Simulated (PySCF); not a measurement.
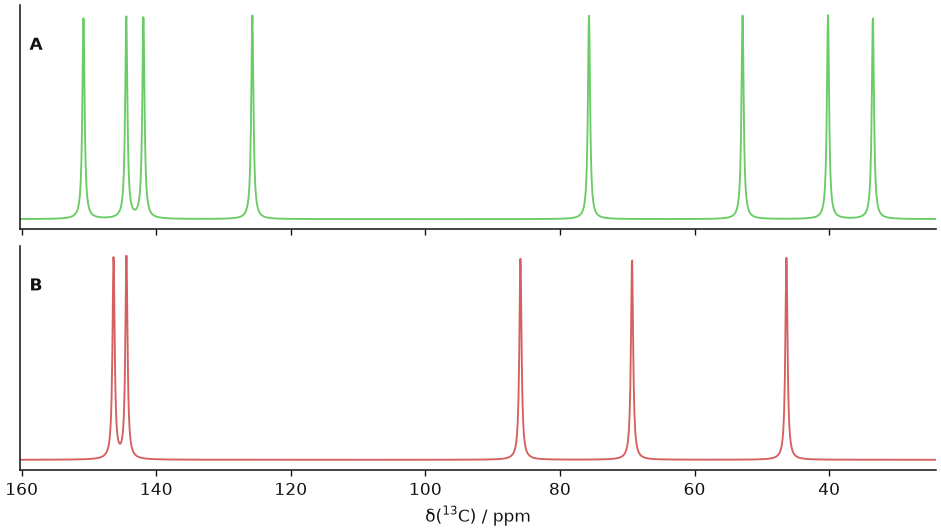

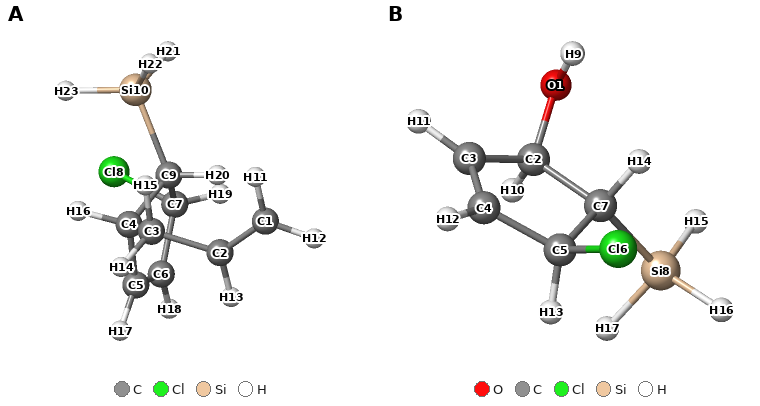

Related molecules: A is C₈H₁₃ClSi, SMILES C=CC[C@@H]1C=C[C@@H](Cl)[C@H]1[SiH3]; B is C₅H₉ClOSi, SMILES O[C@@H]1C=C[C@H](Cl)[C@H]1[SiH3]. GIAO ¹³C shifts against TMS, PBE0/pcSseg-1, PySCF 2.14.0, at a GFN2-xTB geometry (no frequency check); fully decoupled, line heights follow the number of nuclei within a panel, widths are arbitrary (no quadrupolar broadening); values of one conformer, averaged over methyl-type rotors and exact or near symmetry; other conformers aren't averaged in.

Assign the ¹³C signals of each molecule.

A: 150.8 (C5); 144.4 (C2); 141.9 (C6); 125.7 (C1); 75.7 (C7); 52.9 (C4); 40.2 (C3); 33.5 (C9)
B: 146.3 (C3); 144.4 (C4); 85.9 (C2); 69.3 (C5); 46.3 (C7)

The order of signals that lie close, as those under 2 ppm apart, is within the error of the method.

Caveats, for all or some of the runs: the tight-binding geometry is rougher than a DFT one and adds to the error.
